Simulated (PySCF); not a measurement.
SMILES O=Cc1ccc[c]([GeH3])c1 (C7H8GeO) at its GFN2-xTB optimised geometry (Å):

```
17

O     -3.2671    -1.9564    -0.0018
C     -2.0670    -1.8551     0.0000
C     -1.3207    -0.5910     0.0000
C     -2.0082     0.6233     0.0000
C     -1.3072     1.8134     0.0003
C      0.0776     1.7974     0.0004
C      0.7841     0.5979     0.0000
Ge     2.7390     0.6113    -0.0031
C      0.0724    -0.5910     0.0000
H     -1.4180    -2.7549     0.0003
H     -3.0880     0.6054     0.0000
H     -1.8370     2.7549     0.0006
H      0.6272     2.7302     0.0008
H      3.2671     1.3504     1.1832
H      3.2654     1.3015    -1.2194
H      3.2637    -0.7858     0.0248
H      0.6061    -1.5337     0.0001
```

Level of theory: CAM-B3LYP/def2-SVP run with PySCF.

Map of the Laplacian of the electron density (e/bohr⁵), clipped to [-1.50, 1.50] on the plane z = 0.6 Å:

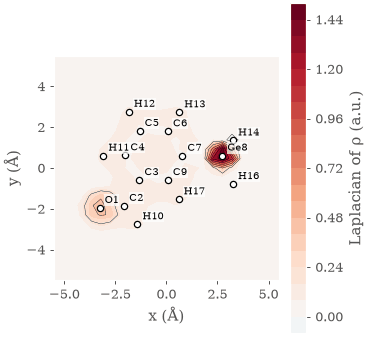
Laplacian of the electron density (e/bohr⁵), clipped to [-1.50, 1.50] on the plane z = 0.6 Å.
